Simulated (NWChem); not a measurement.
# Run report: CH4O, energy and gradient calculation (part 3 of 3)

The same run, continued: CH4O; B3LYP/6-31G*, RKS (NWChem 7.3.0). The geometry comes from this level: PBE0-D4/def2-TZVP.

Geometry of the input (Å):
```
C  -0.0884  -0.2074  -0.2757
O  -0.1650  0.3165  1.0301
H  -0.8647  -0.9684  -0.3609
H  0.8788  -0.6836  -0.4792
H  -0.2727  0.5544  -1.0434
H  0.5121  0.9885  1.1291
```

## What the program printed, continued
```
 Vector   24  Occ=0.000000D+00  E= 1.023046D+00
              MO Center= -5.9D-02, -3.6D-02,  4.2D-02, r^2= 2.7D+00
   Bfn.  Coefficient  Atom+Function         Bfn.  Coefficient  Atom+Function
  ----- ------------  ---------------      ----- ------------  ---------------
     6      3.719432  1 C  s                  2     -1.645373  1 C  s
    34     -1.047359  4 H  s                 36     -1.047144  5 H  s
    32     -0.947598  3 H  s                  9     -0.651821  1 C  pz
    24     -0.580821  2 O  pz                20      0.451991  2 O  pz
     8     -0.376589  1 C  py                38      0.350202  6 H  s

 Vector   25  Occ=0.000000D+00  E= 1.116665D+00
              MO Center= -6.5D-02,  3.3D-01,  8.6D-01, r^2= 1.9D+00
   Bfn.  Coefficient  Atom+Function         Bfn.  Coefficient  Atom+Function
  ----- ------------  ---------------      ----- ------------  ---------------
     6      1.275200  1 C  s                 23      1.209189  2 O  py
    22      1.037481  2 O  px                38     -1.038088  6 H  s
    21      0.885255  2 O  s                 19     -0.580591  2 O  py
    18     -0.547510  2 O  px                24      0.548831  2 O  pz
    17     -0.442098  2 O  s                  2     -0.394722  1 C  s

 Vector   26  Occ=0.000000D+00  E= 1.463489D+00
              MO Center= -1.0D-01,  6.8D-02,  3.6D-01, r^2= 1.9D+00
   Bfn.  Coefficient  Atom+Function         Bfn.  Coefficient  Atom+Function
  ----- ------------  ---------------      ----- ------------  ---------------
     6      3.906013  1 C  s                 21     -3.604661  2 O  s
    24      1.306431  2 O  pz                17      1.199350  2 O  s
     2     -0.952545  1 C  s                  9      0.885413  1 C  pz
    23      0.584380  2 O  py                32     -0.570325  3 H  s
    29      0.493679  2 O  dyz               12     -0.476103  1 C  dxz

 Vector   27  Occ=0.000000D+00  E= 1.501716D+00
              MO Center= -1.3D-01, -2.2D-02,  2.1D-01, r^2= 1.1D+00
   Bfn.  Coefficient  Atom+Function         Bfn.  Coefficient  Atom+Function
  ----- ------------  ---------------      ----- ------------  ---------------
    12      0.680583  1 C  dxz               13     -0.591811  1 C  dyy
    29      0.541711  2 O  dyz               27     -0.506027  2 O  dxz
    10      0.339160  1 C  dxx               14     -0.284643  1 C  dyz
    30     -0.278325  2 O  dzz               26     -0.276471  2 O  dxy
    15      0.252663  1 C  dzz               11      0.186023  1 C  dxy

 Vector   28  Occ=0.000000D+00  E= 1.590450D+00
              MO Center= -1.6D-01,  1.0D-01,  5.4D-01, r^2= 1.4D+00
   Bfn.  Coefficient  Atom+Function         Bfn.  Coefficient  Atom+Function
  ----- ------------  ---------------      ----- ------------  ---------------
    21      2.243578  2 O  s                  6     -1.669571  1 C  s
    27      0.821201  2 O  dxz               12     -0.766793  1 C  dxz
    17     -0.764793  2 O  s                 24     -0.676328  2 O  pz
    14     -0.493868  1 C  dyz                9     -0.434970  1 C  pz
    26     -0.431976  2 O  dxy               30     -0.400787  2 O  dzz

 Vector   29  Occ=0.000000D+00  E= 1.742100D+00
              MO Center= -1.8D-01,  2.6D-01,  9.3D-01, r^2= 8.0D-01
   Bfn.  Coefficient  Atom+Function         Bfn.  Coefficient  Atom+Function
  ----- ------------  ---------------      ----- ------------  ---------------
    25      0.794615  2 O  dxx               28     -0.777448  2 O  dyy
    29      0.392511  2 O  dyz               27      0.358499  2 O  dxz
     8     -0.256245  1 C  py                 7      0.240386  1 C  px
    14      0.236952  1 C  dyz               33     -0.190214  4 H  s
    35      0.189369  5 H  s                 10      0.169292  1 C  dxx

 Vector   30  Occ=0.000000D+00  E= 2.051097D+00
              MO Center= -3.4D-02, -1.3D-03,  6.5D-02, r^2= 1.2D+00
   Bfn.  Coefficient  Atom+Function         Bfn.  Coefficient  Atom+Function
  ----- ------------  ---------------      ----- ------------  ---------------
    21      0.856852  2 O  s                 11      0.789914  1 C  dxy
    14      0.635444  1 C  dyz               12     -0.575752  1 C  dxz
    17     -0.524600  2 O  s                 27     -0.504867  2 O  dxz
    15      0.470477  1 C  dzz               26      0.428702  2 O  dxy
    22      0.417294  2 O  px                24     -0.419004  2 O  pz

 Vector   31  Occ=0.000000D+00  E= 2.115269D+00
              MO Center= -1.6D-01, -1.3D-01,  3.0D-02, r^2= 1.2D+00
   Bfn.  Coefficient  Atom+Function         Bfn.  Coefficient  Atom+Function
  ----- ------------  ---------------      ----- ------------  ---------------
    11      1.042555  1 C  dxy               14     -0.660616  1 C  dyz
    31     -0.653177  3 H  s                 12     -0.550482  1 C  dxz
    27     -0.499916  2 O  dxz                8     -0.492533  1 C  py
    29     -0.482141  2 O  dyz                7     -0.469178  1 C  px
    10      0.440329  1 C  dxx               23      0.438295  2 O  py

 Vector   32  Occ=0.000000D+00  E= 2.138738D+00
              MO Center= -5.6D-02, -1.5D-02,  8.1D-02, r^2= 1.3D+00
   Bfn.  Coefficient  Atom+Function         Bfn.  Coefficient  Atom+Function
  ----- ------------  ---------------      ----- ------------  ---------------
    10      0.760474  1 C  dxx               13     -0.662876  1 C  dyy
    29     -0.665834  2 O  dyz               33     -0.538078  4 H  s
    35      0.535962  5 H  s                 14      0.523629  1 C  dyz
    27      0.495260  2 O  dxz                8     -0.475844  1 C  py
     7      0.449086  1 C  px                26      0.330194  2 O  dxy

 Vector   33  Occ=0.000000D+00  E= 2.358717D+00
              MO Center= -1.2D-01, -7.6D-02,  7.9D-02, r^2= 1.2D+00
   Bfn.  Coefficient  Atom+Function         Bfn.  Coefficient  Atom+Function
  ----- ------------  ---------------      ----- ------------  ---------------
    11      1.220187  1 C  dxy               27      0.910062  2 O  dxz
    14      0.861711  1 C  dyz               12      0.774164  1 C  dxz
    31     -0.486449  3 H  s                 29      0.452226  2 O  dyz
    13      0.305774  1 C  dyy               15     -0.298785  1 C  dzz
    28      0.286934  2 O  dyy               33      0.278078  4 H  s

 Vector   34  Occ=0.000000D+00  E= 2.410192D+00
              MO Center= -1.1D-01, -1.9D-02,  1.7D-01, r^2= 1.3D+00
   Bfn.  Coefficient  Atom+Function         Bfn.  Coefficient  Atom+Function
  ----- ------------  ---------------      ----- ------------  ---------------
    14      1.058989  1 C  dyz               12     -0.862028  1 C  dxz
    27     -0.757268  2 O  dxz               29      0.631843  2 O  dyz
    11     -0.531464  1 C  dxy               15     -0.514049  1 C  dzz
    28      0.390885  2 O  dyy               33     -0.388012  4 H  s
    35      0.387961  5 H  s                 10      0.369508  1 C  dxx

 Vector   35  Occ=0.000000D+00  E= 2.461451D+00
              MO Center= -9.4D-02,  3.1D-01,  8.8D-01, r^2= 1.1D+00
   Bfn.  Coefficient  Atom+Function         Bfn.  Coefficient  Atom+Function
  ----- ------------  ---------------      ----- ------------  ---------------
    21      2.120338  2 O  s                 26      1.705511  2 O  dxy
     6     -1.208484  1 C  s                 37     -1.160244  6 H  s
    29      0.782072  2 O  dyz               17     -0.645911  2 O  s
    24     -0.549794  2 O  pz                22      0.504741  2 O  px
     9     -0.451280  1 C  pz                11     -0.384493  1 C  dxy

 Vector   36  Occ=0.000000D+00  E= 2.797887D+00
              MO Center= -1.4D-01,  1.6D-01,  6.2D-01, r^2= 1.4D+00
   Bfn.  Coefficient  Atom+Function         Bfn.  Coefficient  Atom+Function
  ----- ------------  ---------------      ----- ------------  ---------------
    21      2.020913  2 O  s                  6     -1.602471  1 C  s
    24     -1.328930  2 O  pz                29      1.118179  2 O  dyz
    30      0.941910  2 O  dzz               14     -0.889532  1 C  dyz
    23     -0.773589  2 O  py                 5     -0.757368  1 C  pz
     9     -0.759955  1 C  pz                25     -0.721548  2 O  dxx

 Vector   37  Occ=0.000000D+00  E= 3.705723D+00
              MO Center= -1.6D-01,  3.1D-01,  1.0D+00, r^2= 1.1D+00
   Bfn.  Coefficient  Atom+Function         Bfn.  Coefficient  Atom+Function
  ----- ------------  ---------------      ----- ------------  ---------------
    21      4.700427  2 O  s                 25     -1.722127  2 O  dxx
    28     -1.688672  2 O  dyy               30     -1.559751  2 O  dzz
     6     -1.161158  1 C  s                 24     -0.650217  2 O  pz
     9     -0.572925  1 C  pz                38     -0.559869  6 H  s
     2      0.535223  1 C  s                 16     -0.502830  2 O  s

 Vector   38  Occ=0.000000D+00  E= 4.215322D+00
              MO Center= -9.0D-02, -2.0D-01, -2.7D-01, r^2= 9.1D-01
   Bfn.  Coefficient  Atom+Function         Bfn.  Coefficient  Atom+Function
  ----- ------------  ---------------      ----- ------------  ---------------
     2      2.875922  1 C  s                  6      2.317654  1 C  s
    15     -2.035086  1 C  dzz               13     -1.853569  1 C  dyy
    10     -1.822440  1 C  dxx               21     -0.792386  2 O  s
    30      0.549328  2 O  dzz               32     -0.540188  3 H  s
    34     -0.517115  4 H  s                 36     -0.517032  5 H  s

     ---------------------------------------------
      Total Density - Mulliken Population Analysis
     ---------------------------------------------

    Atom       Charge   Shell Charges
 -----------   ------   -------------------------------------------------------
    1 C    6     6.20   1.99  0.69  2.07  0.57  0.83  0.05
    2 O    8     8.61   1.99  0.90  2.93  0.97  1.79  0.03
    3 H    1     0.84   0.53  0.31
    4 H    1     0.87   0.54  0.34
    5 H    1     0.87   0.54  0.34
    6 H    1     0.61   0.49  0.12

     -------------------------------------------
      Total Density - Lowdin Population Analysis
     -------------------------------------------

    Atom       Charge   Shell Charges
 -----------   ------   -------------------------------------------------------
    1 C    6     6.26   1.98  0.36  1.85  0.33  1.23  0.51
    2 O    8     8.47   1.98  0.71  2.79  0.47  1.98  0.55
    3 H    1     0.85   0.50  0.35
    4 H    1     0.88   0.51  0.37
    5 H    1     0.88   0.51  0.37
    6 H    1     0.66   0.45  0.21

 center of mass
 --------------
 x =  -0.20324343 y =   0.14536830 z =   0.73212114

 moments of inertia (a.u.)
 ------------------
          73.070115932910          -0.878366131061           1.185866906191
          -0.878366131061          63.750922978594         -22.035963942410
           1.185866906191         -22.035963942410          23.817083264446

     Multipole analysis of the density
     ---------------------------------

     L   x y z        total         alpha         beta         nuclear
     -   - - -        -----         -----         ----         -------
     0   0 0 0     -0.000000     -9.000000     -9.000000     18.000000

     1   1 0 0      0.448584      1.733144      1.733144     -3.017703
     1   0 1 0      0.220576     -1.003233     -1.003233      2.227042
     1   0 0 1     -0.426968     -5.724114     -5.724114     11.021260

     2   2 0 0     -9.501005     -8.538142     -8.538142      7.575279
     2   1 1 0      1.098443      0.042347      0.042347      1.013749
     2   1 0 1      1.237435      1.439712      1.439712     -1.641990
     2   0 2 0     -8.682744    -11.035449    -11.035449     13.388155
     2   0 1 1      0.829780     -7.023682     -7.023682     14.877144
     2   0 0 2    -10.772427    -26.220415    -26.220415     41.668403

            General Information
            -------------------
          SCF calculation type: DFT
          Wavefunction type:  closed shell.
          No. of atoms     :     6
          No. of electrons :    18
           Alpha electrons :     9
            Beta electrons :     9
          Charge           :     0
          Spin multiplicity:     1
          Use of symmetry is: off; symmetry adaption is: off
          Maximum number of iterations: 100
          AO basis - number of functions:    38
                     number of shells:    20
          Convergence on energy requested:  1.00D-08
          Convergence on density requested:  1.00D-05
          Convergence on gradient requested:  5.00D-04

              XC Information
              --------------
                         B3LYP Method XC Potential
                     Hartree-Fock (Exact) Exchange  0.200
                        Slater Exchange Functional  0.800 local
                    Becke 1988 Exchange Functional  0.720 non-local
              Lee-Yang-Parr Correlation Functional  0.810
                  VWN I RPA Correlation Functional  0.190 local

             Grid Information
             ----------------
          Grid used for XC integration:  xfine
          Radial quadrature: Mura-Knowles
          Angular quadrature: Lebedev.
          Tag              B.-S. Rad. Rad. Pts. Rad. Cut. Ang. Pts.
          ---              ---------- --------- --------- ---------
          C                   0.70      100           7.0      1454
          O                   0.60      100           7.0      1454
          H                   0.35      100           8.0      1202
          Grid pruning is: on
          Number of quadrature shells:   600
          Spatial weights used:  Erf1

          Convergence Information
          -----------------------
          Convergence aids based upon iterative change in
          total energy or number of iterations.
          Levelshifting, if invoked, occurs when the
          HOMO/LUMO gap drops below (HL_TOL):  1.00D-02
          DIIS, if invoked, will attempt to extrapolate
          using up to (NFOCK): 10 stored Fock matrices.

                    Damping( 0%)  Levelshifting(0.5)       DIIS
                  --------------- ------------------- ---------------
          dE  on:    start            ASAP                start
          dE off:    2 iters        100 iters           100 iters

      Screening Tolerance Information
      -------------------------------
          Density screening/tol_rho:  1.00D-11
          AO Gaussian exp screening on grid/accAOfunc:  18
          CD Gaussian exp screening on grid/accCDfunc:  20
          XC Gaussian exp screening on grid/accXCfunc:  20
          Schwarz screening/accCoul:  1.00D-09

                            NWChem DFT Gradient Module
                            --------------------------

                                    CH4O B3LYP

  charge          =   0.00
  wavefunction    = closed shell

                         DFT ENERGY GRADIENTS

    atom               coordinates                        gradient
                 x          y          z           x          y          z
   1 C      -0.167052  -0.391929  -0.520997   -0.001067  -0.000086   0.001970
   2 O      -0.311805   0.598098   1.946607    0.008252   0.004800  -0.006294
   3 H      -1.634046  -1.830011  -0.682002    0.001581   0.001425  -0.000071
   4 H       1.660691  -1.291817  -0.905557   -0.002307   0.001394   0.001568
   5 H      -0.515328   1.047664  -1.971740    0.000226  -0.001330   0.002814
   6 H       0.967729   1.867994   2.133690   -0.006687  -0.006203   0.000013

                 ----------------------------------------
                 |  Time  |  1-e(secs)   |  2-e(secs)   |
                 ----------------------------------------
                 |  CPU   |       0.00   |       0.42   |
                 ----------------------------------------
                 |  WALL  |       0.00   |       0.42   |
                 ----------------------------------------

 Task  times  cpu:       11.7s     wall:       11.7s
 Total times  cpu:       11.7s     wall:       11.7s
```

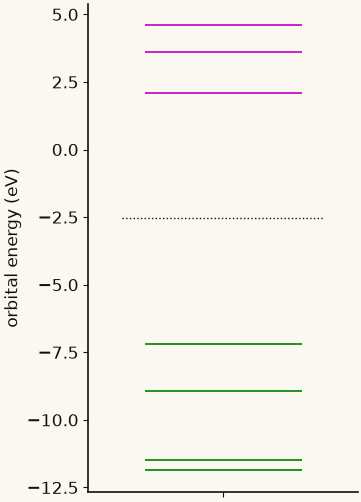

*Orbital energies near the frontier; the dotted line parts filled from empty levels, and levels within 0.02 eV of each other stand side by side.*

Highest filled −7.19 eV, lowest empty 2.11 eV, 9.30 eV apart.

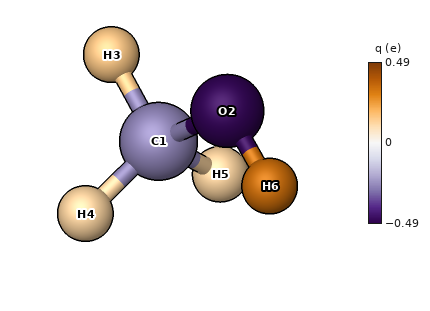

*Löwdin charges, as the colour of each atom (ball-and-stick view, seen at a tilt; atoms are numbered from 1 in the order of the input).*

By element: C −0.26, O −0.47 and H +0.12 to +0.34 e.

## Results in brief

| quantity | value |
| --- | --- |
| outcome | converged |
| total energy | −115.714211 hartree |
| basis functions | 38 |
| largest force | 0.588 eV/Å |
| HOMO | −7.19 eV |
| LUMO | 2.11 eV |
| dipole moment | 1.67 D |
| hardware | 1 thread of Intel Xeon @ 2.50GHz (Skylake/Cascade Lake), 16 GiB of memory available, shared host |
| wall time | 12 s |
| peak memory | 0.13 GiB |
